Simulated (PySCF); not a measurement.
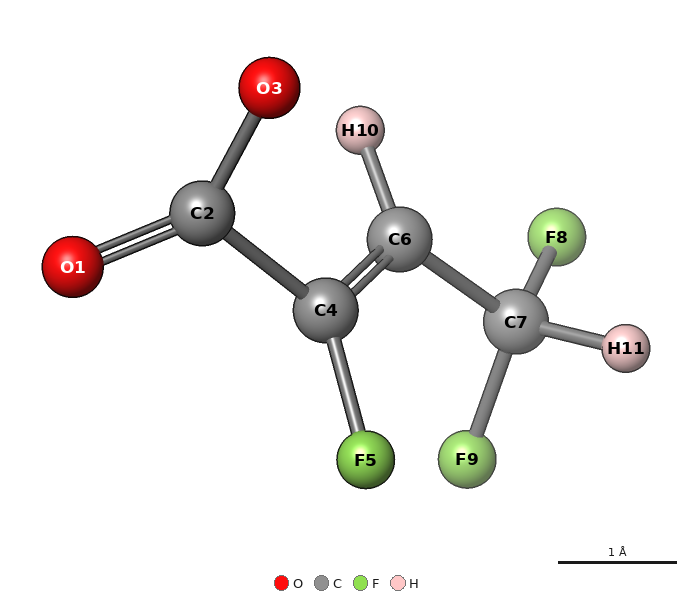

Orthographic view. Atoms fade into the background with distance from the viewer. State: charge −1, singlet. Geometry: a frame of a GFN2-xTB molecular-dynamics simulation, not a minimum.

Write a MOL file (V2000) with the atoms in numerical order, bonds sorted by atom number with the orders drawn, and coordinates in the frame of the picture: x right, y up, z towards the viewer, origin at the mean position.

```
C4H2F3O2
                    3D

 11 10  0  0  0  0  0  0  0  0999 V2000
   -2.6000    0.1100    1.6600 O   0  0  0  0  0  0  0  0  0  0  0  0
   -1.5000    0.5600    1.4800 C   0  0  0  0  0  0  0  0  0  0  0  0
   -0.9300    1.6300    1.8100 O   0  0  0  0  0  0  0  0  0  0  0  0
   -0.4500   -0.2600    0.7200 C   0  0  0  0  0  0  0  0  0  0  0  0
   -0.1100   -1.5300    1.1600 F   0  0  0  0  0  0  0  0  0  0  0  0
    0.1800    0.3400   -0.3200 C   0  0  0  0  0  0  0  0  0  0  0  0
    1.1700   -0.3600   -1.1800 C   0  0  0  0  0  0  0  0  0  0  0  0
    1.5200    0.3600   -2.2800 F   0  0  0  0  0  0  0  0  0  0  0  0
    0.7600   -1.5300   -1.6400 F   0  0  0  0  0  0  0  0  0  0  0  0
   -0.1500    1.2700   -0.7800 H   0  0  0  0  0  0  0  0  0  0  0  0
    2.1100   -0.5900   -0.6400 H   0  0  0  0  0  0  0  0  0  0  0  0
  1  2  2  0
  2  3  1  0
  2  4  1  0
  4  5  1  0
  4  6  2  0
  6  7  1  0
  6 10  1  0
  7  8  1  0
  7  9  1  0
  7 11  1  0
M  CHG  1   3  -1
M  END
```
